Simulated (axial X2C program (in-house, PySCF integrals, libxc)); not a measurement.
# WBr⁺: from the state search to constants, part 2 of 2

Computed with an in-house X2C program for linear molecules on PySCF integrals; all-electron X2C, W dyall-cv3z, Br dyall-cv3z. The steps go on from the part before.

### Step 9. PBE0, 2c

State followed: Ω = 1 (excess of +ω over −ω: ω = -3/2, ω = 5/2). The scan is laid around 2.300 Å, a first estimate of the minimum, and this SCF restarts from the orbitals of the search.

The SCF at the reference distance of 2.300 Å:

```text
two-component X2C + atomic mean field  PBE0
basis functions 287  fitting functions 1468  grid points 5801
iter        total energy     max residual
   1     -18747.179113240     8.25e-06
   2     -18747.179113250     8.25e-06
   3     -18747.179113253     3.76e-06
   4     -18747.179113255     1.87e-06
   5     -18747.179113256     1.75e-06
converged
one-electron -26918.88645994  Coulomb 8011.76685748  exact exchange -103.57043165  xc functional -317.38864948  nuclear repulsion 595.89955491  atomic mean-field constant -14.99998457
```

Along the bond, energies from the lowest point:

```
R (Å)  E (eV)  μ (D)  HOMO (eV)  LUMO (eV)  iterations
2.001  1.3624  -1.85     -11.96      -9.31          15
2.093  0.5479  -2.20     -12.18      -9.52          14
2.162  0.2084  -2.46     -12.34      -9.67          13
2.231  0.0399  -2.73     -12.49      -9.81          13
2.300  0.0000  -2.99     -12.62      -9.95           5
2.381  0.0720  -3.28     -12.75     -10.10          13
2.461  0.2336  -3.54     -12.87     -10.24          14
2.564  0.5251  -3.84     -12.97     -10.40          14
2.691  0.9483  -4.11     -13.05     -10.55          15
2.875  1.5926  -4.27     -13.10     -10.71          17
```

Dipoles are positive if Br is the positive end and refer to the centre of mass.

Outer spinors at the reference distance:

| ω | occupied | ε (eV) | atomic character | λ mixture |
| --- | --- | --- | --- | --- |
| -1/2 | yes | -28.30 | 72% Br s, 9% W d, 8% W p | 100% σ |
| 1/2 | yes | -28.15 | 72% Br s, 9% W d, 8% W p | 100% σ |
| 1/2 | yes | -16.66 | 66% Br p, 20% W d, 7% W s | 99% σ, 1% π |
| -1/2 | yes | -16.42 | 73% Br p, 13% W d, 7% W s | 99% σ, 1% π |
| -1/2 | yes | -15.72 | 54% Br p, 38% W d, 3% W f | 99% π, 1% σ |
| 1/2 | yes | -15.14 | 74% Br p, 14% W d, 5% W f | 99% π, 1% σ |
| 3/2 | yes | -14.93 | 61% Br p, 29% W d, 4% W f | 100% π |
| -3/2 | yes | -14.82 | 73% Br p, 16% W d, 5% W f | 99% π, 1% δ |
| -3/2 | yes | -13.70 | 98% W d | 98% δ, 2% π |
| 1/2 | yes | -13.33 | 50% W s, 43% W d, 5% Br p | 99% σ, 1% π |
| 5/2 | yes | -12.98 | 100% W d | 100% δ |
| -1/2 | yes | -12.62 | 60% W d, 28% Br p, 5% W p | 98% π, 2% σ |
| 3/2 | no | -9.95 | 69% W d, 20% Br p, 4% W p | 99% π, 1% δ |
| 1/2 | no | -8.75 | 33% W p, 27% W d, 22% W s | 91% σ, 9% π |
| -1/2 | no | -8.40 | 65% W s, 27% W d, 4% W p | 99% σ, 1% π |
| 1/2 | no | -8.06 | 80% W d, 8% Br p, 4% W p | 90% π, 10% σ |

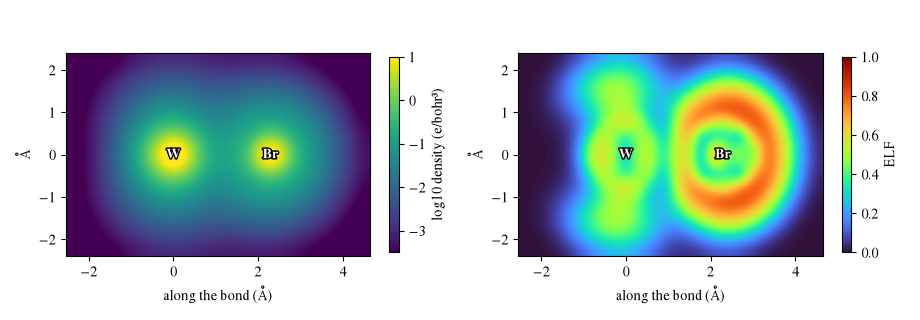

PBE0 fields in a plane through the axis, from a grid of 0.3 Å; W lies at z = 0 and Br at z = 2.300 Å; the ELF is damped to zero where the density is low.

Re = 2.291 Å, ωe = 319 cm⁻¹, ωexe = 0.643 cm⁻¹, Be = 0.05816 cm⁻¹, De = 3.56 eV, μ = -2.95 D.

### Step 10. HF, 2c

Output at 2.300 Å:

```text
two-component X2C + atomic mean field  HF
basis functions 287  fitting functions 1468  grid points 5801
iter        total energy     max residual
   1     -18740.501758713     9.81e-01
   2     -18740.558810770     1.96e-02
   3     -18740.561280636     2.00e-02
   4     -18740.563058029     1.89e-03
   5     -18740.563363138     1.74e-03
   6     -18740.563480895     9.09e-04
   7     -18740.563582945     5.64e-04
   8     -18740.563634300     3.27e-04
   9     -18740.563650053     1.14e-04
  10     -18740.563653655     5.83e-05
  11     -18740.563654733     4.22e-05
  12     -18740.563654983     2.83e-05
  13     -18740.563655073     1.87e-05
  14     -18740.563655126     9.92e-06
  15     -18740.563655146     4.15e-06
  16     -18740.563655150     2.43e-06
  17     -18740.563655151     2.07e-06
converged
one-electron -26920.79942728  Coulomb 8013.91962028  exact exchange -414.58341849  xc functional 0.00000000  nuclear repulsion 595.89955491  atomic mean-field constant -14.99998457
```

No constants are quoted: the solution changes its character somewhere along the scan, so the fit is set aside.

### Step 11. BHandHLYP, 2c

The SCF at the reference distance of 2.300 Å:

```text
two-component X2C + atomic mean field  BHandHLYP
basis functions 287  fitting functions 1468  grid points 5801
iter        total energy     max residual
   1     -18747.447043022     3.43e-01
   2     -18747.452202126     8.79e-03
   3     -18747.451992765     1.11e-02
   4     -18747.453253211     6.29e-04
   5     -18747.453303637     9.77e-04
   6     -18747.453334180     3.41e-04
   7     -18747.453372460     1.88e-04
   8     -18747.453382801     9.99e-05
   9     -18747.453384464     6.00e-05
  10     -18747.453385007     3.49e-05
  11     -18747.453385207     1.97e-05
  12     -18747.453385275     8.14e-06
  13     -18747.453385283     4.13e-06
  14     -18747.453385286     2.25e-06
  15     -18747.453385287     1.13e-06
converged
one-electron -26919.92933077  Coulomb 8012.88643931  exact exchange -207.19394023  xc functional -214.11612393  nuclear repulsion 595.89955491  atomic mean-field constant -14.99998457
```

Re = 2.306 Å, ωe = 316 cm⁻¹, ωexe = 0.599 cm⁻¹, Be = 0.05742 cm⁻¹, De = 3.02 eV, μ = -3.72 D.

### Step 12. MP2 and beyond, 2c

Correlated methods: 12 electrons correlated (frozen shells, counted by type: W 5 s, 4 p, 2 d, 1 f; Br 3 s, 2 p, 1 d), 330 virtual spinors in MP2, 90 natural virtuals in coupled cluster.

Output of the correlated part at 2.300 Å:

```text
correlated 12  virtual 330  natural virtual 90  E(MP2) -0.248808868  MP2 remainder -0.010158944
iter   CCSD correlation   residual
   1     -0.248418637   1.21e-01
   2     -0.254446268   5.90e-02
   3     -0.257573177   2.86e-02
   4     -0.257862030   1.22e-02
   5     -0.257998062   4.88e-03
   6     -0.258025987   2.19e-03
   7     -0.258023536   8.70e-04
   8     -0.258029442   3.99e-04
   9     -0.258022870   1.85e-04
  10     -0.258024469   7.88e-05
  11     -0.258023353   3.70e-05
  12     -0.258023633   2.21e-05
  13     -0.258023556   1.36e-05
  14     -0.258023541   7.50e-06
(T) -0.012737972  T1 0.0377  D1 0.0841  max T2 0.049
```

MP2: No constants are quoted: the reference changes its character somewhere along the scan, so the fit is set aside.

CCSD: No constants are quoted: the reference changes its character somewhere along the scan, so the fit is set aside.

CCSD(T): No constants are quoted: the reference changes its character somewhere along the scan, so the fit is set aside.

### Step 13. A higher determinant, 2c

State: Ω = 3 (excess of +ω over −ω: ω = 1/2, ω = 5/2).

Output at the reference distance:

```text
two-component X2C + atomic mean field  PBE0
basis functions 287  fitting functions 1468  grid points 5801
iter        total energy     max residual
   1     -18747.166855398     1.76e-05
   2     -18747.166855422     1.20e-05
   3     -18747.166855429     8.38e-06
   4     -18747.166855433     5.73e-06
   5     -18747.166855437     1.32e-06
   6     -18747.166855437     4.91e-07
converged
one-electron -26918.74086439  Coulomb 8011.63013140  exact exchange -103.56957905  xc functional -317.38611373  nuclear repulsion 595.89955491  atomic mean-field constant -14.99998457
```

```
R (Å)  E above the lowest PBE0 point (eV)
2.001                               1.696
2.093                               0.882
2.162                               0.543
2.231                               0.374
2.300                               0.334
2.381                               0.405
2.461                               0.565
2.564                               0.854
2.691                               1.274
```

Re = 2.291 Å, ωe = 319 cm⁻¹, ωexe = 0.648 cm⁻¹, Be = 0.05814 cm⁻¹, μ = -3.03 D. Te = 0.33 eV.

### Step 14. The 2c curves together

Energy (eV) of the followed determinant, 2c, from each level's lowest point:

```
R (Å)   PBE0  HF (jumps)  MP2 (its reference jumps)  CCSD (its reference jumps)  CCSD(T) (its reference jumps)  BHandHLYP
2.001  1.362       1.857                      1.469                         n/a                            n/a      1.493
2.093  0.548       0.864                      0.608                       0.672                          0.676      0.630
2.162  0.208       0.409                      0.242                       0.283                          0.286      0.259
2.231  0.040       0.141                      0.053                       0.074                          0.075      0.063
2.300  0.000       0.014                      0.000                       0.000                          0.000      0.000
2.381  0.072       0.000                      0.065                       0.041                          0.039      0.051
2.461  0.234       0.089                      0.228                       0.180                          0.176      0.197
2.564  0.525       0.301                      0.538                       0.453                          0.449      0.476
2.691  0.948       0.638                      1.024                         n/a                            n/a      0.895
2.875  1.593       1.095                      1.896                         n/a                            n/a      1.547
```

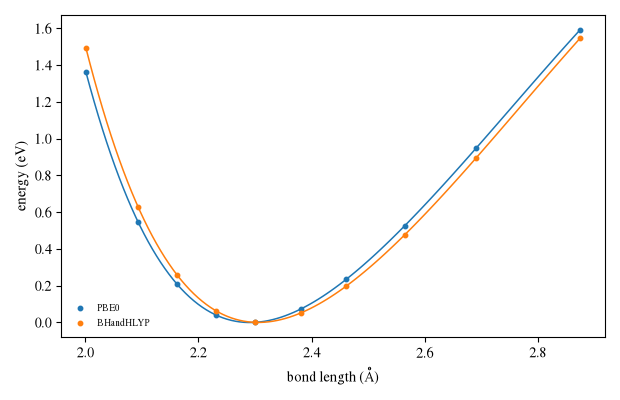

Curves of the followed state, 2c, each from its own lowest point. Left out: HF, MP2, CCSD, CCSD(T).

Time for the job: 8.5 min (1 thread of Arm Neoverse V2, shared host); peak memory 0.95 GiB.

### Step 15. What came out

This closing draws on all 2 parts.

Lowest determinant that the search found at its distance, spin-free: M_S = 2, Λ = 1 (beyond closed shells: σα, π+α, δ+α, δ-α).

Lowest determinant that the search found at its distance, 2c: Ω = 1 (excess of +ω over −ω: ω = -3/2, ω = 5/2).

```json
{"Hamiltonian": "spin-free", "level": "PBE0", "Re (Å)": "2.290", "ωe (cm⁻¹)": "321", "De (eV)": "3.69", "μ (D)": "-3.00"}
{"Hamiltonian": "spin-free", "level": "BHandHLYP", "Re (Å)": "2.304", "ωe (cm⁻¹)": "318", "De (eV)": "3.27", "μ (D)": "-3.76"}
{"Hamiltonian": "2c", "level": "PBE0", "Re (Å)": "2.291", "ωe (cm⁻¹)": "319", "De (eV)": "3.56", "μ (D)": "-2.95"}
{"Hamiltonian": "2c", "level": "BHandHLYP", "Re (Å)": "2.306", "ωe (cm⁻¹)": "316", "De (eV)": "3.02", "μ (D)": "-3.72"}
```

Dipoles are positive if Br is the positive end and refer to the centre of mass. No constants: spin-free HF (the solution changes its character somewhere along the scan, so the fit is set aside); spin-free MP2 (the reference changes its character somewhere along the scan, so the fit is set aside); spin-free CCSD (the reference changes its character somewhere along the scan, so the fit is set aside); spin-free CCSD(T) (the reference changes its character somewhere along the scan, so the fit is set aside); 2c HF (the solution changes its character somewhere along the scan, so the fit is set aside); 2c MP2 (the reference changes its character somewhere along the scan, so the fit is set aside); 2c CCSD (the reference changes its character somewhere along the scan, so the fit is set aside); 2c CCSD(T) (the reference changes its character somewhere along the scan, so the fit is set aside).

Time per point (s) on 1 thread of Arm Neoverse V2, shared host (2c runs); the times are rough: PBE0 3, BHandHLYP 3.6.

**Reading.** At PBE0, going from spin-free to two-component changes Re by +1 mÅ, ωe by -0.4 %, which is small (part of it comes from the scalar share of the two-electron terms). It costs about 1.8 times the time. De moves by -0.14 eV; both De rest on single-determinant atoms, which can miss part of an open shell's spin–orbit lowering.

De refers to W+ + Br, each in the lowest determinant found, which need not be this curve's own limit. Each curve is one determinant whose occupation by symmetry is held fixed; it was picked as the lowest of a PBE0 search that is not exhaustive. Dissociation energies refer to the lowest single-determinant-based atoms at the same level and basis. Density functionals use the spin component along the axis (collinear). With several unpaired electrons one determinant need not be a pure state. The spin-free determinant is spin-contaminated at some levels.
